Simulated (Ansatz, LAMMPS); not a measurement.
# Elastic response of glassy 73SiO2-12SrO-7K2O-7P2O5 (mol %) (130 atoms)

Aim: relax glassy 73SiO2-12SrO-7K2O-7P2O5 (mol %) (130 atoms), then change its volume and shape to read moduli from the stress.

Main program and level: Ansatz 0.2.0; Kohn-Sham DFT, PBE, PAW (set soft_2), plane waves.

**1. The starting structure**

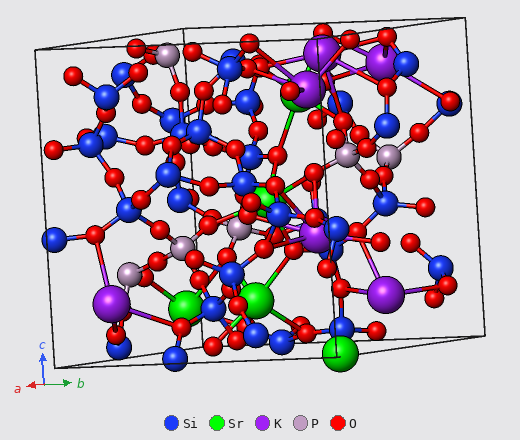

The cell as given, slightly off an axis (silicon blue, strontium green, potassium purple, phosphorus pink, oxygen red). Bonds to atoms that aren't drawn are left out. Some periodic images of atoms are drawn too.

The cell holds 130 atoms: 30 Si, 5 Sr, 6 K, 6 P and 83 O. Cell: a = 12.503 Å, b = 12.503 Å, c = 12.503 Å, α = 90.0°, β = 90.0°, γ = 90.0°. 130 atoms (30 Si, 5 Sr, 6 K, 6 P, 83 O) placed at random at 2.55 g/cm³, melted at 4000 K for 10 ps at fixed volume with the Morse and Coulomb pair potential with partial charges (Pedone, Malavasi, Menziani, Cormack and Segre, J. Phys. Chem. B 110, 11780 (2006)). Quenched from 4000 K to 300 K at 50 K/ps and fixed volume, held 10 ps at zero pressure, then minimised at fixed cell.

Limits known from the start: The quench rate of 50 K/ps is many orders above laboratory rates, so the cell is likely richer in defects and strain than a real sample. The network of bonds at the start is that of the classical potential that made the cell, and needn't be the one that DFT or experiment would give. Only the Γ point is sampled.

**2. Single point at the start**

A single point comes first, to see the forces before anything moves.

Input file input.yaml:

```yaml
crystal:
  lattice:
    - [12.50281, 0.0, 0.0]
    - [0.0, 12.50281, 0.0]
    - [0.0, 0.0, 12.50281]
  atoms:
    - { symbol: Si, position: [0.21821, 0.61038, 0.04911] }
    - { symbol: Si, position: [0.94058, 0.41263, 0.58985] }
    - { symbol: Si, position: [0.8678, 0.61476, 0.91058] }
    - { symbol: Si, position: [0.91497, 0.38308, 0.01095] }
    - { symbol: Si, position: [0.18262, 0.04714, 0.47225] }
    - { symbol: Si, position: [0.64714, 0.51143, 0.92276] }
    - { symbol: Si, position: [0.15779, 0.36354, 0.01282] }
    - { symbol: Si, position: [0.30894, 0.37236, 0.60414] }
    - { symbol: Si, position: [0.14355, 0.28782, 0.76959] }
    - { symbol: Si, position: [0.27008, 0.61609, 0.30356] }
    - { symbol: Si, position: [0.40896, 0.99714, 0.8818] }
    - { symbol: Si, position: [0.00721, 0.92863, 0.73264] }
    - { symbol: Si, position: [0.22309, 0.0605, 0.72383] }
    - { symbol: Si, position: [0.75128, 0.57916, 0.5433] }
    - { symbol: Si, position: [0.04763, 0.56403, 0.74923] }
    - { symbol: Si, position: [0.88811, 0.58797, 0.26761] }
    - { symbol: Si, position: [0.80658, 0.07403, 0.68619] }
    - { symbol: Si, position: [0.72864, 0.43099, 0.15409] }
    - { symbol: Si, position: [0.87232, 0.75942, 0.44878] }
    - { symbol: Si, position: [0.70858, 0.40742, 0.70932] }
    - { symbol: Si, position: [0.93375, 0.20797, 0.8401] }
    - { symbol: Si, position: [0.94502, 0.99837, 0.39968] }
    - { symbol: Si, position: [0.07597, 0.89839, 0.22156] }
    - { symbol: Si, position: [0.51712, 0.24935, 0.69126] }
    - { symbol: Si, position: [0.99475, 0.71596, 0.07905] }
    - { symbol: Si, position: [0.57253, 0.00246, 0.69897] }
    - { symbol: Si, position: [0.27281, 0.82206, 0.44069] }
    - { symbol: Si, position: [0.69882, 0.07315, 0.04332] }
    - { symbol: Si, position: [0.07738, 0.46854, 0.38553] }
    - { symbol: Si, position: [0.83559, 0.21, 0.47924] }
    - { symbol: Sr, position: [0.92577, 0.97424, 0.0072] }
    - { symbol: Sr, position: [0.29821, 0.1086, 0.13575] }
    [... 92 atom lines left out ...]
    - { symbol: O, position: [0.20855, 0.35326, 0.68093] }
    - { symbol: O, position: [0.52007, 0.98244, 0.81613] }
    - { symbol: O, position: [0.40795, 0.29589, 0.64742] }
    - { symbol: O, position: [0.66426, 0.47288, 0.04918] }
    - { symbol: O, position: [0.53161, 0.7124, 0.55778] }
    - { symbol: O, position: [0.48432, 0.29215, 0.024] }
kpoints:
  mp_grid: { grid: [1, 1, 1] }
hamiltonian:
  xc: pbe
scf:
  occupations: { method: fixed }
output:
  forces: true
```

Command:

```bash
$ ansatz run input.yaml --threads 4 --pin off --max-ram 8192MiB --backend cpu --events-out ev --progress --plain --runs-dir out
```

Numbers of over 12 decimals in the logs are rounded to 6 here.

The log of the run:

```text
[...]
Pseudopotentials: kind: paw
Pseudopotential: Si, paw, valence charge 4, recommended cutoff 420 eV (normal), Si.paw.azcp
Pseudopotential: Sr, paw, valence charge 10, recommended cutoff 420 eV (normal), Sr.paw.azcp
Pseudopotential: K, paw, valence charge 9, recommended cutoff 420 eV (normal), K.paw.azcp
Pseudopotential: P, paw, valence charge 5, recommended cutoff 420 eV (normal), P.paw.azcp
Pseudopotential: O, paw, valence charge 6, recommended cutoff 420 eV (normal), O.paw.azcp
[...]
Crystal: 130 atoms, lattice volume = 1954.442 Å³
Basis set: ecut = 420 eV, 38161 PW (Γ), exchange–correlation on 180×180×180 points (8 copies of the dense FFT grid, shifted against one another)
Bands: 506, of which v1, the nominal top of the filled ones, is band 376 counted from 1 (375 counted from 0)
Symmetry: 1 space group operations
Space group: P1 (ITA 1), of the structure as read, at distance tolerance 1.3e-4 Å
k-points: 1
[...]
Initial density: superposition of atomic densities (neutral atoms: chi_scale 0, normalization atom), corrected by the library's trained network
Initial wavefunctions: pseudopotential atomic-orbital guess
[...]
SCF iter   1: F=—  HF=-97777.482584 eV  |F-HF|=—  |Δ(HF+E_count)|=         —  Δρ=2.44e-3  dr2=1.75e-1  ethr=1.77e-3  ⟨swp⟩=7.0  Hψ=1812  notcnv=0  defer=128
preconditioner: auto → Resta (q_TF=auto, 2.327 Å⁻¹)  ε∞=2.9  [insulator: Δε(μ)=2.865 eV  Ē_g=16.350 eV  n_scr=436 (ndim 8)  ℏωp=22.7 eV  f_vac=0.183  ε∞_Penn≈2.9]
SCF iter   2: F=—  HF=-97777.454609 eV  |F-HF|=—  |Δ(HF+E_count)|=   2.80e-2  Δρ=1.24e-3  dr2=3.94e-2  ethr=2.33e-5  ⟨swp⟩=5.0  Hψ=841  notcnv=0  defer=128
SCF iter   3: F=—  HF=-97777.455274 eV  |F-HF|=—  |Δ(HF+E_count)|=   6.65e-4  Δρ=5.62e-4  dr2=1.03e-2  ethr=5.25e-6  ⟨swp⟩=4.0  Hψ=675  notcnv=0  defer=116
automatic band count: iteration 3 solves 494 bands in place of 506: the levels show a gap, and the empty bands left out lie too high to hold charge; the band table lists the bands solved (type scf.n_extra_bands for more)
SCF iter   4: F=—  HF=-97777.454334 eV  |F-HF|=—  |Δ(HF+E_count)|=   9.40e-4  Δρ=2.36e-4  dr2=1.22e-3  ethr=1.37e-6  ⟨swp⟩=3.0  Hψ=725  notcnv=0  defer=116
SCF iter   5: F=—  HF=-97777.454301 eV  |F-HF|=—  |Δ(HF+E_count)|=   3.27e-5  Δρ=1.24e-4  dr2=2.79e-4  ethr=1.62e-7  ⟨swp⟩=3.0  Hψ=726  notcnv=0  defer=116
[...]
SCF iter   9: F=—  HF=-97777.458676 eV  |F-HF|=—  |Δ(HF+E_count)|=   1.34e-7  Δρ=2.09e-6  dr2=1.12e-7  ethr=1.39e-10  ⟨swp⟩=3.0  Hψ=679  notcnv=0  defer=116
SCF iter  10: F=-97777.458676 eV  HF=-97777.458676 eV  |F-HF|=3.43e-8  |Δ(HF+E_count)|=   2.81e-8  Δρ=1.53e-6  dr2=4.04e-8  ethr=1.33e-11  ⟨swp⟩=6.0  Hψ=1487  notcnv=0
SCF 1 converged in 10 iterations: F = -97777.458676 eV  dr2 = 4.04e-8
[...]
SCF converged after 10 iterations
Free energy (F): -97777.458676 eV
Harris-Foulkes:  -97777.458676 eV  (|F-HF|=3.43e-8)
Internal energy: -97777.458676 eV  (E = F + TS)
E sigma→0 (E₀):  -97777.458676 eV
Fermi energy:    4.360804 eV
--- Per-component energies (eV) ---
[...]
Σ components = -97777.458676   (vs F -97777.458676, Δ=0.00e0)
--- Forces (eV/Å), atoms counted from 1 ---
  atom   1  Si    -1.29641613    -0.72850479     1.96564286
  atom   2  Si    -2.45395658     1.55371712    -0.54837344
  atom   3  Si     0.80009967    -2.98349312     0.29016618
  atom   4  Si     0.14526284     1.24429493    -1.46177562
[...]
atom 130  O     -0.78590296     0.75032638     0.51038763
  max |Σ_I F_I| component: 4.54e-5 eV/Å
```

Run time: 19 s. Hardware: 4 threads of AMD EPYC 9R14 (Zen 4), shared host; peak memory 2.8 GiB; 73 s of CPU time.

Reading the cycles: dr2 is the Hartree energy of the density residual (eV), the measure of convergence; HF is the Harris–Foulkes estimate of the energy, which meets the free energy F at convergence.

The r.m.s. force at the start is 0.99 eV/Å.

**3. Cell and atoms relaxed**

The cell is relaxed with the atoms, since the starting lattice needn't suit this functional.

Input file input.yaml:

```yaml
crystal:
  lattice:
    - [12.50281, 0.0, 0.0]
    - [0.0, 12.50281, 0.0]
    - [0.0, 0.0, 12.50281]
  atoms:
    [... the 130 atom lines of step 2 ...]
kpoints:
  mp_grid: { grid: [1, 1, 1] }
hamiltonian:
  xc: pbe
scf:
  occupations: { method: fixed }
output:
  forces: true
relax:
  f_tol: 0.05
  max_steps: 150
  cell: {}
```

The log of the run:

```text
[...]
Crystal: 130 atoms, lattice volume = 1954.442 Å³
Basis set: ecut = 420 eV, 38161 PW (Γ), exchange–correlation on 180×180×180 points (8 copies of the dense FFT grid, shifted against one another)
Bands: 506, of which v1, the nominal top of the filled ones, is band 376 counted from 1 (375 counted from 0)
Symmetry: 1 space group operations
[...]
k-points: 1
[...]
SCF iter   1: F=—  HF=-97777.482585 eV  |F-HF|=—  |Δ(HF+E_count)|=         —  Δρ=2.44e-3  dr2=1.75e-1  ethr=1.77e-3  ⟨swp⟩=7.0  Hψ=1812  notcnv=0  defer=128
[...]
SCF iter  10: F=-97777.458676 eV  HF=-97777.458676 eV  |F-HF|=3.43e-8  |Δ(HF+E_count)|=   2.81e-8  Δρ=1.53e-6  dr2=4.04e-8  ethr=1.33e-11  ⟨swp⟩=6.0  Hψ=1487  notcnv=0
SCF 1 converged in 10 iterations: F = -97777.458676 eV  dr2 = 4.04e-8
[...]
relax step   1: F+E_penalty+E_count = -97777.45867569 eV  Δ(F+E_penalty+E_count) = +0.000e0 eV  max|allowed force component| = 2.983e0 eV/Å  Δτ_max = 0.0000 Å  P = +3.889 GPa  Ω = 1954.442 Å³  (10 SCF iters, dr2 threshold 1.00e-7 eV, accepted)
[... from here on, the SCF cycles and remarks between the steps are left out ...]
relax step   2: F+E_penalty+E_count = -97781.10963805 eV  Δ(F+E_penalty+E_count) = -3.651e0 eV  max|allowed force component| = 2.064e0 eV/Å  Δτ_max = 0.1950 Å  P = +2.646 GPa  Ω = 1943.907 Å³  energy of the carried Pulay correction = +3.294e-2 eV  (8 SCF iters, dr2 threshold 1.30e-5 eV, accepted)
relax step   3: F+E_penalty+E_count = -97783.35198168 eV  Δ(F+E_penalty+E_count) = -2.242e0 eV  max|allowed force component| = 1.241e0 eV/Å  Δτ_max = 0.1944 Å  P = +0.127 GPa  Ω = 1954.847 Å³  energy of the carried Pulay correction = -1.263e-3 eV  (8 SCF iters, dr2 threshold 1.30e-5 eV, accepted)
relax step   4: F+E_penalty+E_count = -97784.13744039 eV  Δ(F+E_penalty+E_count) = -7.855e-1 eV  max|allowed force component| = 7.951e-1 eV/Å  Δτ_max = 0.1973 Å  P = -0.495 GPa  Ω = 1957.132 Å³  energy of the carried Pulay correction = -8.381e-3 eV  (7 SCF iters, dr2 threshold 1.30e-5 eV, accepted)
relax step   5: F+E_penalty+E_count = -97784.83872714 eV  Δ(F+E_penalty+E_count) = -7.013e-1 eV  max|allowed force component| = 9.167e-1 eV/Å  Δτ_max = 0.1936 Å  P = -0.421 GPa  Ω = 1948.072 Å³  energy of the carried Pulay correction = +1.990e-2 eV  (7 SCF iters, dr2 threshold 1.30e-5 eV, accepted)
relax step   6: F+E_penalty+E_count = -97785.29451554 eV  Δ(F+E_penalty+E_count) = -4.558e-1 eV  max|allowed force component| = 9.210e-1 eV/Å  Δτ_max = 0.1949 Å  P = -0.158 GPa  Ω = 1938.761 Å³  energy of the carried Pulay correction = +4.910e-2 eV  (7 SCF iters, dr2 threshold 1.30e-5 eV, accepted)
relax step   7: F+E_penalty+E_count = -97785.72858426 eV  Δ(F+E_penalty+E_count) = -4.341e-1 eV  max|allowed force component| = 5.270e-1 eV/Å  Δτ_max = 0.1950 Å  P = -0.018 GPa  Ω = 1932.391 Å³  energy of the carried Pulay correction = +6.916e-2 eV  (7 SCF iters, dr2 threshold 1.30e-5 eV, accepted)
relax step   8: F+E_penalty+E_count = -97785.93321433 eV  Δ(F+E_penalty+E_count) = -2.046e-1 eV  max|allowed force component| = 4.617e-1 eV/Å  Δτ_max = 0.1957 Å  P = +0.154 GPa  Ω = 1933.081 Å³  energy of the carried Pulay correction = +6.698e-2 eV  (7 SCF iters, dr2 threshold 1.30e-5 eV, accepted)
relax step   9: F+E_penalty+E_count = -97786.04139156 eV  Δ(F+E_penalty+E_count) = -1.082e-1 eV  max|allowed force component| = 5.788e-1 eV/Å  Δτ_max = 0.1942 Å  P = -0.170 GPa  Ω = 1938.366 Å³  energy of the carried Pulay correction = +5.034e-2 eV  (7 SCF iters, dr2 threshold 1.30e-5 eV, accepted)
relax step  10: F+E_penalty+E_count = -97786.18920837 eV  Δ(F+E_penalty+E_count) = -1.478e-1 eV  max|allowed force component| = 2.960e-1 eV/Å  Δτ_max = 0.1948 Å  P = -0.017 GPa  Ω = 1936.973 Å³  energy of the carried Pulay correction = +5.472e-2 eV  (7 SCF iters, dr2 threshold 1.30e-5 eV, accepted)
relax step  11: F+E_penalty+E_count = -97786.27739325 eV  Δ(F+E_penalty+E_count) = -8.818e-2 eV  max|allowed force component| = 2.448e-1 eV/Å  Δτ_max = 0.1925 Å  P = -0.044 GPa  Ω = 1937.922 Å³  energy of the carried Pulay correction = +5.174e-2 eV  (7 SCF iters, dr2 threshold 5.48e-6 eV, accepted)
relax step  12: F+E_penalty+E_count = -97786.32410774 eV  Δ(F+E_penalty+E_count) = -4.671e-2 eV  max|allowed force component| = 2.662e-1 eV/Å  Δτ_max = 0.1190 Å  P = +0.014 GPa  Ω = 1936.780 Å³  energy of the carried Pulay correction = +5.533e-2 eV  (7 SCF iters, dr2 threshold 3.74e-6 eV, accepted)
relax step  13: F+E_penalty+E_count = -97786.38261407 eV  Δ(F+E_penalty+E_count) = -5.851e-2 eV  max|allowed force component| = 1.742e-1 eV/Å  Δτ_max = 0.1204 Å  P = +0.037 GPa  Ω = 1935.395 Å³  energy of the carried Pulay correction = +5.969e-2 eV  (7 SCF iters, dr2 threshold 4.43e-6 eV, accepted)
relax step  14: F+E_penalty+E_count = -97786.41503850 eV  Δ(F+E_penalty+E_count) = -3.242e-2 eV  max|allowed force component| = 1.394e-1 eV/Å  Δτ_max = 0.0365 Å  P = -0.015 GPa  Ω = 1936.154 Å³  energy of the carried Pulay correction = +5.730e-2 eV  (7 SCF iters, dr2 threshold 1.90e-6 eV, accepted)
[...]
relax step  26: F+E_penalty+E_count = -97786.69248681 eV  Δ(F+E_penalty+E_count) = -3.878e-2 eV  max|allowed force component| = 4.266e-1 eV/Å  Δτ_max = 0.1450 Å  P = -0.065 GPa  Ω = 1938.281 Å³  energy of the carried Pulay correction = +5.061e-2 eV  (7 SCF iters, dr2 threshold 3.59e-6 eV, accepted)
relax step  27: F+E_penalty+E_count = -97786.74204995 eV  Δ(F+E_penalty+E_count) = -4.956e-2 eV  max|allowed force component| = 2.318e-1 eV/Å  Δτ_max = 0.2000 Å  P = +0.000 GPa  Ω = 1935.738 Å³  energy of the carried Pulay correction = +5.861e-2 eV  (7 SCF iters, dr2 threshold 1.14e-5 eV, accepted)
relax step  28: F+E_penalty+E_count = -97786.75242122 eV  Δ(F+E_penalty+E_count) = -1.037e-2 eV  max|allowed force component| = 1.885e-1 eV/Å  Δτ_max = 0.0742 Å  P = -0.057 GPa  Ω = 1937.367 Å³  energy of the carried Pulay correction = +5.348e-2 eV  (7 SCF iters, dr2 threshold 3.36e-6 eV, accepted)
relax step  29: F+E_penalty+E_count = -97786.76212661 eV  Δ(F+E_penalty+E_count) = -9.705e-3 eV  max|allowed force component| = 3.884e-1 eV/Å  Δτ_max = 0.0614 Å  P = +0.031 GPa  Ω = 1937.598 Å³  energy of the carried Pulay correction = +5.275e-2 eV  (7 SCF iters, dr2 threshold 2.22e-6 eV, accepted)
relax step  30: F+E_penalty+E_count = -97786.62017791 eV  Δ(F+E_penalty+E_count) = +1.419e-1 eV  max|allowed force component| = 8.615e-1 eV/Å  Δτ_max = 0.2000 Å  P = -0.153 GPa  Ω = 1940.164 Å³  energy of the carried Pulay correction = +4.469e-2 eV  (7 SCF iters, dr2 threshold 9.43e-6 eV, rejected (line search))
relax step  31: F+E_penalty+E_count = -97786.80023872 eV  Δ(F+E_penalty+E_count) = -3.811e-2 eV  max|allowed force component| = 1.448e-1 eV/Å  Δτ_max = 0.0963 Å  P = -0.006 GPa  Ω = 1937.381 Å³  energy of the carried Pulay correction = +5.344e-2 eV  (12 SCF iters, accepted)
relax step  32: F+E_penalty+E_count = -97786.81298054 eV  Δ(F+E_penalty+E_count) = -1.274e-2 eV  max|allowed force component| = 1.569e-1 eV/Å  Δτ_max = 0.0589 Å  P = -0.017 GPa  Ω = 1936.112 Å³  energy of the carried Pulay correction = +5.743e-2 eV  (7 SCF iters, dr2 threshold 1.31e-6 eV, accepted)
relax step  33: F+E_penalty+E_count = -97786.81646499 eV  Δ(F+E_penalty+E_count) = -3.484e-3 eV  max|allowed force component| = 6.181e-2 eV/Å  Δτ_max = 0.0169 Å  P = -0.008 GPa  Ω = 1936.331 Å³  energy of the carried Pulay correction = +5.674e-2 eV  (6 SCF iters, dr2 threshold 1.54e-6 eV, accepted)
relax step  34: F+E_penalty+E_count = -97786.81914860 eV  Δ(F+E_penalty+E_count) = -2.684e-3 eV  max|allowed force component| = 4.859e-2 eV/Å  Δτ_max = 0.0180 Å  P = -0.002 GPa  Ω = 1936.325 Å³  energy of the carried Pulay correction = +5.676e-2 eV  (7 SCF iters, dr2 threshold 2.39e-7 eV, accepted)
relax step  35: F+E_penalty+E_count = -97786.87618597 eV  Δ(F+E_penalty+E_count) = -5.704e-2 eV  max|allowed force component| = 4.735e-2 eV/Å  Δτ_max = 0.0000 Å  P = +0.025 GPa  Ω = 1936.325 Å³  stress off target by 2.86e-1 GPa  SCF on the basis re-selected at this cell (its energy is not comparable with the rows above)  (8 SCF iters)
relax step  36: F+E_penalty+E_count = -97786.88032864 eV  Δ(F+E_penalty+E_count) = -4.143e-3 eV  max|allowed force component| = 5.791e-2 eV/Å  Δτ_max = 0.0343 Å  P = -0.022 GPa  Ω = 1938.427 Å³  energy of the carried Pulay correction = -6.566e-3 eV  (8 SCF iters, dr2 threshold 2.05e-7 eV, accepted)
relax step  37: F+E_penalty+E_count = -97786.88472474 eV  Δ(F+E_penalty+E_count) = -4.396e-3 eV  max|allowed force component| = 3.790e-2 eV/Å  Δτ_max = 0.0213 Å  P = -0.001 GPa  Ω = 1938.029 Å³  energy of the carried Pulay correction = -5.294e-3 eV  (7 SCF iters, dr2 threshold 2.10e-7 eV, accepted)
relax step  38: F+E_penalty+E_count = -97786.88712100 eV  Δ(F+E_penalty+E_count) = -2.396e-3 eV  max|allowed force component| = 3.784e-2 eV/Å  Δτ_max = 0.0000 Å  P = +0.005 GPa  Ω = 1938.029 Å³  stress off target by 1.50e-2 GPa  SCF on the basis re-selected at this cell (its energy is not comparable with the rows above)  (6 SCF iters)
[...]
SCF converged after 6 iterations
Free energy (F): -97786.887121 eV
[...]
Internal energy: -97786.887121 eV  (E = F + TS)
E sigma→0 (E₀):  -97786.887121 eV
Fermi energy:    3.702459 eV
[...]
--- Forces (eV/Å), atoms counted from 1 ---
  atom   1  Si    -0.01442935     0.00931631     0.01256656
  atom   2  Si     0.00751919    -0.00927396     0.00844194
  atom   3  Si    -0.01086613     0.01782352    -0.00715070
  atom   4  Si    -0.00985793    -0.00411451     0.00070255
  atom   5  Si     0.00431934    -0.00955808    -0.01009085
  atom   6  Si    -0.01194457     0.00480417     0.00762406
  atom   7  Si    -0.02220535    -0.00995794     0.01202996
  atom   8  Si     0.01294533    -0.01508396     0.00848919
  atom   9  Si    -0.01341397    -0.00194859     0.00294342
  atom  10  Si     0.01399923    -0.00096980     0.01106495
  atom  11  Si     0.01965591    -0.00136802    -0.00673897
  atom  12  Si     0.00106021    -0.01609130     0.01048517
  atom  13  Si    -0.00574842    -0.01562728    -0.00269756
  atom  14  Si     0.01920519     0.00881241    -0.00972172
[...]
atom 129  O     -0.00177587     0.00361818     0.00695234
  atom 130  O      0.00557316    -0.01202811    -0.00578669
  max |Σ_I F_I| component: 2.62e-5 eV/Å
--- Stress (GPa, compression-positive) ---
        0.007692       0.007208       0.001688
        0.007208       0.006260       0.003165
        0.001689       0.003166      -0.000079
  P = ⅓ Tr σ = 0.0046 GPa (0.046 kbar)
--- Relaxed structure (36 steps of the walk, 33 accepted, 2 SCFs on fresh bases) ---
  F+E_penalty+E_count = -97786.88712100 eV   max|allowed force component| = 3.784e-2 eV/Å   (the final SCF, on the basis selected at the relaxed cell)
  cell:  # Å, volume = 1938.0289 Å³
    - [12.484849, -0.301045, -0.343195]
    - [-0.301045, 12.260934, -0.00482311]
    - [-0.343195, -0.00482311, 12.677523]
  atoms:
    - { symbol: Si, position: [0.246502, 0.621092, 0.068890] }
    - { symbol: Si, position: [0.927458, 0.422005, 0.578701] }
    - { symbol: Si, position: [0.898133, 0.621739, 0.916283] }
    - { symbol: Si, position: [0.935674, 0.384019, 0.00756887] }
[...]
- { symbol: O, position: [0.488072, 0.296364, 0.014525] }
```

Elapsed: 10 min, on 4 threads; peak memory 2.9 GiB.

The relaxation converged after 36 steps, with a largest force component of 0.038 eV/Å.

[end of part 1 of 3]

[Logs are printed without paths, hosts, clocks, repeated set-up lines and the standing remarks that a program may print on its own settings, such as how far it seeks lower states.]

[Hosts, paths, dates, database ids (printed as entryN), source tags and the programs' standing remarks are cut or masked in the printed files.]
